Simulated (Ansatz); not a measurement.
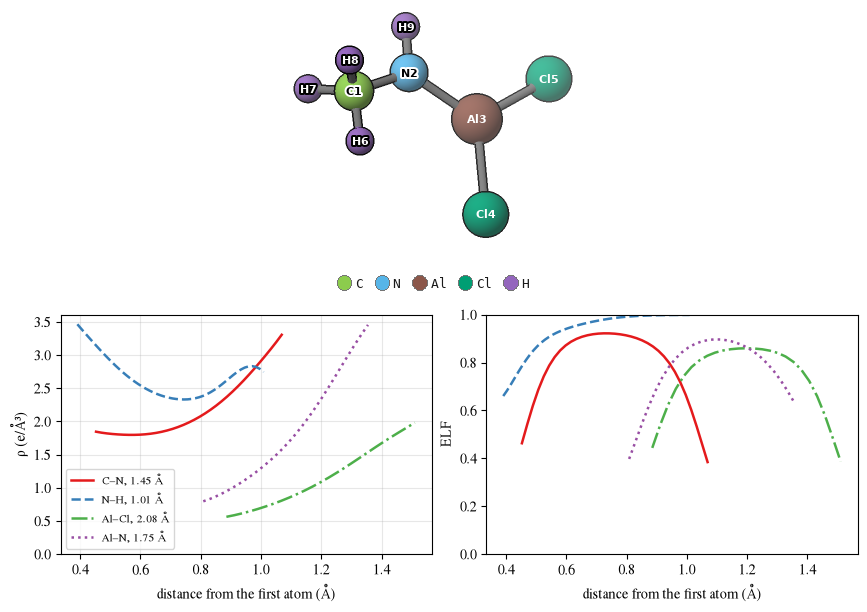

Figure. CH$_{4}$AlCl$_{2}$N (SMILES C[NH][Al]([Cl])[Cl]). Electron density and ELF along straight lines between neighbouring atoms. The curves leave out the atomic cores. The structure is drawn too.

Geometry: PBE0-D4/def2-TZVP.

Method: RKS PBE0-D4/def2-TZVPP (Ansatz 0.2.0).

Input

```
crystal:
  periodic: [false, false, false]
  atoms:
    - {symbol: C, position_ang: [-0.551199, -0.601323, 1.053946]}
    - {symbol: N, position_ang: [0.315977, 0.330627, 0.361106]}
    - {symbol: Al, position_ang: [0.532208, 0.545909, -1.360516]}
    - {symbol: Cl, position_ang: [-0.544187, -0.630925, -2.701582]}
    - {symbol: Cl, position_ang: [1.867763, 1.980649, -2.065746]}
    - {symbol: H, position_ang: [-1.099168, -1.207674, 0.330256]}
    - {symbol: H, position_ang: [-1.291390, -0.087738, 1.677117]}
    - {symbol: H, position_ang: [0.012852, -1.287637, 1.694859]}
    - {symbol: H, position_ang: [0.845645, 0.911714, 0.993459]}
basis:
  gaussian: {orbitals: def2-TZVPP}
hamiltonian: {xc: pbe0, dispersion: d4}
output: {orbitals: {seedname: orbitals}}
```

Launched as:

```sh
ansatz run in.yaml --threads 4 --pin off --events-out ev --progress --plain --max-ram 10444MiB
```

**What can be read from the curves?**

C–N (1.45 Å): ρ is about 1.9 e/Å³ halfway; the ELF peaks at about 0.90 between the atoms (a covalent bond).
N–H (1.01 Å): the density is about 2.9 e/Å³ at the midpoint; the ELF climbs to about 1 towards the hydrogen, as it does in any bond to H (a covalent bond by its length).
Al–Cl (2.08 Å): the density is about 0.76 e/Å³ at the midpoint; the ELF peaks at about 0.85 in the valence shell of Cl, 0.9 Å from its nucleus, and is about 0.80 at the midpoint.
Al–N (1.75 Å): the density is about 0.92 e/Å³ at the midpoint; the ELF peaks at about 0.90 in the valence shell of N, 0.7 Å from its nucleus, and is about 0.60 at the midpoint.
